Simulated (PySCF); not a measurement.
**Lu: excitation energy in cc-pVDZ-X2C**

Aim: the excitation energy of lutetium from differences of total energies, at each level of theory, and how far each lands from the tabulated value where there is one.

Method: unrestricted determinants in a Gaussian basis, no spin-orbit coupling in the energies. Code: PySCF 2.14.0.

## Step 1: What is computed

```
Element                                   : lutetium (Z = 71)
Basis                                     : cc-pVDZ-X2C (8s7p5d3f1g, 84 functions)
Hamiltonian                               : scalar relativity by spin-free X2C-1e
State 1                                   : Lu: [Xe] 4f14 6s2 6p1, 2P determinant (an excited configuration)
Needed too, but not shown                 : Lu [Xe] 4f14 5d1 6s2 (2D)
Methods                                   : UHF, LDA, PBE, PBE0, r2SCAN, revPBE, M06-2X, TPSS, MP2
Core shells frozen in the correlated runs : valence: [Kr] 4d10; valence and next inner shell: [Ar] 3d10 (for Lu)
```

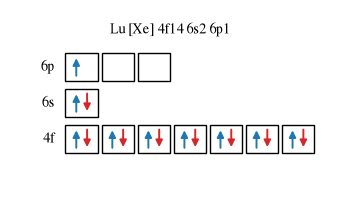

The shells outside the core, filled by Hund's rule for the drawing.

One driver process ran all states and methods and kept the integrals in memory. Each run is shown as a PySCF script that sums up its settings (the driver passes frozen orbitals as a list and adds second-order terms of double hybrids); the logs are those of the runs themselves. The driver starts from symmetry-adapted Hartree-Fock orbitals, holds the occupation by maximum overlap and uses a logarithmic radial grid for functionals, so a plain start would take other cycles.

The integrals over 84 functions and the set-up took 9.3 s of CPU time.

## Step 2: Lu [Xe] 4f14 6s2 6p1

UHF:

input.py

```python
from pyscf import gto, scf, dft, mp, cc
import basis_set_exchange as bse
mol = gto.M(atom="Lu 0 0 0", charge=0, spin=1, symmetry="D2h",
            basis=gto.basis.parse(bse.get_basis("cc-pVDZ-X2C", elements=["Lu"], fmt="nwchem")),
            nucmod="G")
mf = scf.UHF(mol).sfx2c1e()
mf.irrep_nelec = {'Ag': (10, 10), 'B1g': (2, 2), 'B2g': (2, 2), 'B3g': (2, 2), 'Au': (1, 1), 'B1u': (6, 6), 'B2u': (7, 6), 'B3u': (6, 6)}
mf.kernel()
```

LDA:

Changes to input.py:

```diff
@@ -5,3 +5,3 @@
             nucmod="G")
-mf = scf.UHF(mol).sfx2c1e()
+mf = dft.UKS(mol, xc="LDA,VWN").sfx2c1e()
 mf.irrep_nelec = {'Ag': (10, 10), 'B1g': (2, 2), 'B2g': (2, 2), 'B3g': (2, 2), 'Au': (1, 1), 'B1u': (6, 6), 'B2u': (7, 6), 'B3u': (6, 6)}
```

PBE:

Changes to input.py:

```diff
@@ -5,3 +5,3 @@
             nucmod="G")
-mf = dft.UKS(mol, xc="LDA,VWN").sfx2c1e()
+mf = dft.UKS(mol, xc="PBE").sfx2c1e()
 mf.irrep_nelec = {'Ag': (10, 10), 'B1g': (2, 2), 'B2g': (2, 2), 'B3g': (2, 2), 'Au': (1, 1), 'B1u': (6, 6), 'B2u': (7, 6), 'B3u': (6, 6)}
```

PBE0:

Changes to input.py:

```diff
@@ -5,3 +5,3 @@
             nucmod="G")
-mf = dft.UKS(mol, xc="PBE").sfx2c1e()
+mf = dft.UKS(mol, xc="PBE0").sfx2c1e()
 mf.irrep_nelec = {'Ag': (10, 10), 'B1g': (2, 2), 'B2g': (2, 2), 'B3g': (2, 2), 'Au': (1, 1), 'B1u': (6, 6), 'B2u': (7, 6), 'B3u': (6, 6)}
```

r2SCAN:

Changes to input.py:

```diff
@@ -5,3 +5,3 @@
             nucmod="G")
-mf = dft.UKS(mol, xc="PBE0").sfx2c1e()
+mf = dft.UKS(mol, xc="R2SCAN").sfx2c1e()
 mf.irrep_nelec = {'Ag': (10, 10), 'B1g': (2, 2), 'B2g': (2, 2), 'B3g': (2, 2), 'Au': (1, 1), 'B1u': (6, 6), 'B2u': (7, 6), 'B3u': (6, 6)}
```

revPBE:

Changes to input.py:

```diff
@@ -5,3 +5,3 @@
             nucmod="G")
-mf = dft.UKS(mol, xc="R2SCAN").sfx2c1e()
+mf = dft.UKS(mol, xc="PBE_R,PBE").sfx2c1e()
 mf.irrep_nelec = {'Ag': (10, 10), 'B1g': (2, 2), 'B2g': (2, 2), 'B3g': (2, 2), 'Au': (1, 1), 'B1u': (6, 6), 'B2u': (7, 6), 'B3u': (6, 6)}
```

M06-2X:

Changes to input.py:

```diff
@@ -5,3 +5,3 @@
             nucmod="G")
-mf = dft.UKS(mol, xc="PBE_R,PBE").sfx2c1e()
+mf = dft.UKS(mol, xc="M062X").sfx2c1e()
 mf.irrep_nelec = {'Ag': (10, 10), 'B1g': (2, 2), 'B2g': (2, 2), 'B3g': (2, 2), 'Au': (1, 1), 'B1u': (6, 6), 'B2u': (7, 6), 'B3u': (6, 6)}
```

TPSS:

Changes to input.py:

```diff
@@ -5,3 +5,3 @@
             nucmod="G")
-mf = dft.UKS(mol, xc="M062X").sfx2c1e()
+mf = dft.UKS(mol, xc="TPSS").sfx2c1e()
 mf.irrep_nelec = {'Ag': (10, 10), 'B1g': (2, 2), 'B2g': (2, 2), 'B3g': (2, 2), 'Au': (1, 1), 'B1u': (6, 6), 'B2u': (7, 6), 'B3u': (6, 6)}
```

MP2 (valence):

Changes to input.py:

```diff
@@ -5,4 +5,5 @@
             nucmod="G")
-mf = dft.UKS(mol, xc="TPSS").sfx2c1e()
+mf = scf.UHF(mol).sfx2c1e()
 mf.irrep_nelec = {'Ag': (10, 10), 'B1g': (2, 2), 'B2g': (2, 2), 'B3g': (2, 2), 'Au': (1, 1), 'B1u': (6, 6), 'B2u': (7, 6), 'B3u': (6, 6)}
 mf.kernel()
+mp.UMP2(mf, frozen=23).kernel()
```

## Step 3: Lu [Xe] 4f14 6s2 6p1, continued

MP2 (valence and next inner shell):

Changes to input.py since step 2:

```diff
@@ -8,2 +8,2 @@
 mf.kernel()
-mp.UMP2(mf, frozen=23).kernel()
+mp.UMP2(mf, frozen=14).kernel()
```

What does the calculation give?

As calculated:

```
                                 quantity                                                                    value
excitation energy, Lu → [Xe] 4f14 6s2 6p1  UHF 0.195, MP2 (valence and next inner shell) 0.610 eV; reference 0.641
```

Accuracy by level (over 1 difference):

```
                                method  mean absolute miss against the measured value (with the measured fine structure taken into account where it is known) (eV)
                                   UHF                                                                                                                       0.445
                                   LDA                                                                                                                       0.464
                                   PBE                                                                                                                       0.332
                                  PBE0                                                                                                                       0.193
                                r2SCAN                                                                                                                       0.403
                                revPBE                                                                                                                       0.305
                                M06-2X                                                                                                                       0.173
                                  TPSS                                                                                                                       0.334
                         MP2 (valence)                                                                                                                       0.003
                     SCS-MP2 (valence)                                                                                                                       0.109
    MP2 (valence and next inner shell)                                                                                                                       0.030
SCS-MP2 (valence and next inner shell)                                                                                                                       0.132
```

**Reading.** MP2 (valence) lands nearest to the measured value (off by 0.00 eV); LDA misses by most (0.46 eV). In a finite basis a lower level can come nearest by cancelling errors. PBE is off by +0.33 eV. All values hold for this basis alone; no basis-set limit was taken.
